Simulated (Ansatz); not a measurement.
# UB3LYP/cc-pVDZ run of GeNH3Cl (SMILES [NH2][GeH][Cl])

Aim: the electronic atomisation energy of GeNH3Cl at UB3LYP/cc-pVDZ, from 5 runs. 

Program for the calculation: Ansatz 0.2.0.

72 further runs of the same task are left out: 72 set aside as unsound or not needed.

## Step 1: Starting point

The species is GeNH3Cl (6 atoms), meant as a doublet with charge 0. SMILES: `[NH2][GeH][Cl]`. Geometry: relaxed at PBE0-D4/def2-TZVP. This is one conformer, not always the lowest.

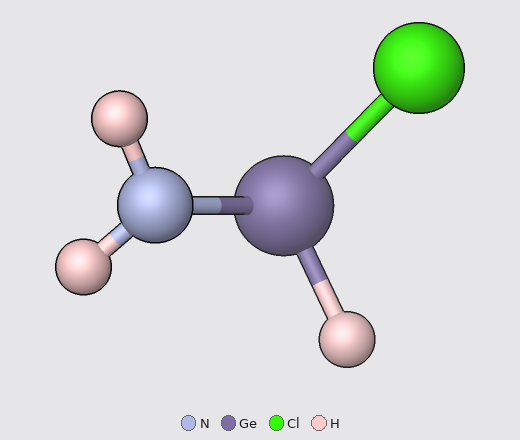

The structure, seen from a chosen angle (nitrogen light blue, germanium purple, chlorine green, hydrogen pink).

## Step 2: The energy at UB3LYP/cc-pVDZ

Contents of input.yaml:

```yaml
crystal:
  periodic: [false, false, false]
  atoms:
    - {symbol: N, position_ang: [-0.446300, 0.317900, -0.788300]}
    - {symbol: Ge, position_ang: [0.075400, -0.151000, 0.908100]}
    - {symbol: Cl, position_ang: [1.243000, -1.956900, 0.623300]}
    - {symbol: H, position_ang: [-0.984500, 1.171200, -0.861400]}
    - {symbol: H, position_ang: [-0.888700, -0.414300, -1.327200]}
    - {symbol: H, position_ang: [1.043200, 0.969100, 1.399300]}
basis:
  gaussian:
    orbitals: cc-pVDZ
magnetization:
  spin_polarized: true
  initial_magnetization: 1
hamiltonian:
  xc: {name: B3LYP}
accuracy: high
output: {orbitals: {seedname: orbitals}}
```

On the command line:

```bash
ansatz run input.yaml --threads 1 --pin off --max-ram 3480MiB --events-out events.jsonl --progress --plain --runs-dir runs
```

The log of the run:

```text
Warning: RAYON_NUM_THREADS=1 ignored (pool sized by the plan → 1); use --threads N
Functional definition: B3LYP
  name "B3LYP"
  parameter a0 = 0.2
  parameter ax = 0.72
  parameter ac = 0.81
  exchange = (1 - a0 - ax)*slater_x + ax*b88_x + a0*exact_x
  correlation = (1 - ac)*vwn_rpa_c + ac*lyp_c
1672 factors; integrals over basis functions are off by at most 4.7e-9 eV
mean field evaluation 1: about -70574.7607 eV, gradient 3.9e1 eV
mean field evaluation 2: about -70548.7211 eV, gradient 7.5e1 eV
mean field evaluation 4: about -70580.9956 eV, gradient 4.0e0 eV
mean field evaluation 8: about -70581.1776 eV, gradient 2.0e-1 eV
mean field evaluation 16: about -70581.1779 eV, gradient 1.2e-4 eV
mean field -70581.17793223 eV, -2593.8104473688 hartree, gradient 9.1e-8 eV, S^2 0.753441; 0 other end points of the search recorded, 0 dependent functions left out
reference -70581.17796764 eV, -2593.8104486699 hartree; 30, 29 occupied and 44, 45 virtual orbitals, 1672 factors
Total energy: -70581.17796764 eV, -2593.8104486699 hartree
```

Run time: 14 s. Hardware: 1 thread of Arm Neoverse V1, shared host; peak memory 0.36 GiB.

## Step 3: The Cl atom

Contents of molecule.yaml:

```yaml
crystal:
  periodic: [false, false, false]
  atoms:
    - {symbol: Cl, position_ang: [0.000000, 0.000000, 0.000000]}
basis:
  gaussian:
    orbitals: cc-pVDZ
hamiltonian:
  xc: {name: B3LYP}
accuracy: high
magnetization:
  spin_polarized: true
  initial_magnetization: 1
```

Run the same way, it converges to -460.15846 Eh (log not shown).

## Step 4: The Ge atom, same level

Contents of in.yaml:

```yaml
crystal:
  periodic: [false, false, false]
  atoms:
    - {symbol: Ge, position_ang: [0.000000, 0.000000, 0.000000]}
basis:
  gaussian:
    orbitals: cc-pVDZ
accuracy: high
hamiltonian:
  xc: {name: B3LYP}
magnetization:
  spin_polarized: true
  initial_magnetization: 2
```

Run the same way, it converges to -2076.93718 Eh (log not shown).

## Step 5: The H atom, same level

Contents of job.yaml:

```yaml
basis:
  gaussian: {orbitals: cc-pVDZ}
crystal:
  periodic: [false, false, false]
  atoms:
    - {symbol: H, position_ang: [0.000000, 0.000000, 0.000000]}
total_charge: 0
magnetization: {spin_polarized: true, initial_magnetization: 1}
hamiltonian: {xc: {name: B3LYP}}
accuracy: high
```

On the command line:

```bash
ansatz run job.yaml --threads 1 --pin off --max-ram 3480MiB --events-out events.jsonl --progress --plain --runs-dir runs
```

The log of the run, shortened:

```text
Warning: RAYON_NUM_THREADS=1 ignored (pool sized by the plan → 1); use --threads N
[... 7 set-up lines as earlier in the session ...]
15 factors; integrals over basis functions are off by at most 4.6e-8 eV
mean field evaluation 1: about -13.6397 eV, gradient 1.5e-1 eV
mean field evaluation 2: about -13.6396 eV, gradient 1.5e-1 eV
mean field evaluation 4: about -13.6399 eV, gradient 3.7e-3 eV
mean field evaluation 8: about -13.6399 eV, gradient 7.1e-10 eV
mean field -13.63990421 eV, -0.5012572344 hartree, gradient 7.1e-10 eV, S^2 0.750000; 0 other end points of the search recorded, 0 dependent functions left out
reference -13.63992333 eV, -0.5012579369 hartree; 1, 0 occupied and 4, 5 virtual orbitals, 15 factors
Total energy: -13.63992333 eV, -0.5012579369 hartree
```

Run time: 0.14 s. Hardware: 1 thread of Arm Neoverse V1, shared host.

## Step 6: The N atom at the same level

Contents of molecule.yaml:

```yaml
crystal:
  periodic: [false, false, false]
  atoms:
    - {symbol: N, position_ang: [0.000000, 0.000000, 0.000000]}
basis:
  gaussian: {orbitals: cc-pVDZ}
magnetization: {spin_polarized: true, initial_magnetization: 3}
hamiltonian: {xc: {name: B3LYP}}
accuracy: high
```

On the command line:

```bash
ansatz run molecule.yaml --threads 1 --pin off --max-ram 3480MiB --events-out events.jsonl --progress --plain --runs-dir runs
```

The log of the run, shortened:

```text
Warning: RAYON_NUM_THREADS=1 ignored (pool sized by the plan → 1); use --threads N
[... 7 set-up lines as earlier in the session ...]
96 factors; integrals over basis functions are off by at most 1.2e-9 eV
mean field evaluation 1: about -1485.3279 eV, gradient 5.0e0 eV
mean field evaluation 2: about -1485.4093 eV, gradient 2.7e0 eV
mean field evaluation 4: about -1485.4463 eV, gradient 7.0e-2 eV
mean field evaluation 8: about -1485.4461 eV, gradient 1.1e-4 eV
mean field -1485.44605953 eV, -54.5891358163 hartree, gradient 1.9e-9 eV, S^2 3.751946; 0 other end points of the search recorded, 0 dependent functions left out
reference -1485.44607768 eV, -54.5891364831 hartree; 5, 2 occupied and 9, 12 virtual orbitals, 96 factors
Total energy: -1485.44607768 eV, -54.5891364831 hartree
```

Run time: 0.3 s. Hardware: 1 thread of Arm Neoverse V1, shared host.

## Step 7: What came out

Level: UB3LYP/cc-pVDZ.

| quantity | value |
| --- | --- |
| molecule: total energy | -2593.81045 Eh |
| molecule: HOMO energy (highest over α and β) | -5.66 eV |
| molecule: LUMO energy (lowest over α and β) | -3.12 eV |
| molecule: ⟨S²⟩ | 0.753 |
| Cl atom: total energy | -460.15846 Eh |
| Cl atom: ⟨S²⟩ | 0.752 |
| Ge atom: total energy | -2076.93718 Eh |
| Ge atom: ⟨S²⟩ | 2.002 |
| H atom: total energy | -0.50126 Eh |
| H atom: ⟨S²⟩ | 0.750 |
| N atom: total energy | -54.58914 Eh |
| N atom: ⟨S²⟩ | 3.752 |
| electronic atomisation energy | 16.923 eV |

Taking the molecule apart into free atoms costs 16.92 eV (1633 kJ/mol), before zero-point energy and without spin-orbit coupling.
